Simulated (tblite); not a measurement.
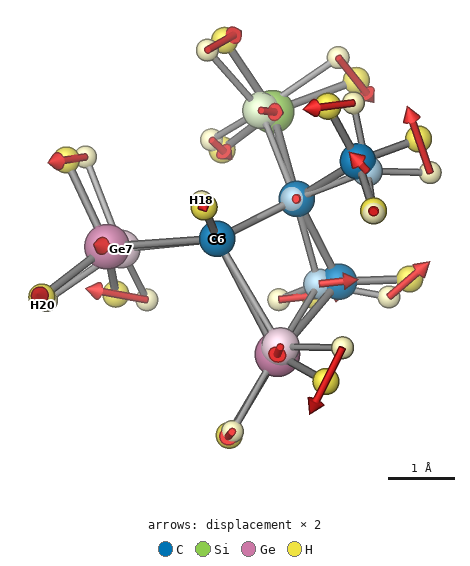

This is a relaxation of C$_{4}$H$_{14}$Ge$_{2}$Si. The starting structure is drawn faded, the final one solid; red arrows show the displacements, magnified 2 times. The two geometries are superimposed by the best rigid fit.

A ball-and-stick model, seen at a tilt.

Level of theory: GFN2-xTB geometry optimisation, gas phase in tblite. 

### Which element moves most?

Hydrogen: up to 0.60 Å, against 0.38 Å for germanium.

### Describe the change and its energy.

The atom that moves furthest after the best rigid fit is an H atom (0.60 Å). By element the largest moves are H 0.60 Å, Ge 0.38 Å, C 0.31 Å, Si 0.30 Å. Near-neighbour distances that change, for instance: Ge–Si 3.063 → 3.444 Å, C–Ge 3.007 → 3.226 Å, C–Ge 1.933 → 1.999 Å, C–Si 1.844 → 1.910 Å. Bond angles that change, for instance: Ge–C–H 109.3° → 121.8°, H–Ge–H 117.2° → 105.1°, C–C–C 91.2° → 100.7°. The energy falls by 118.0 kJ/mol in 91 geometry steps. Cost: 0.94 s on 1 thread of Arm Neoverse V1, on a shared host.
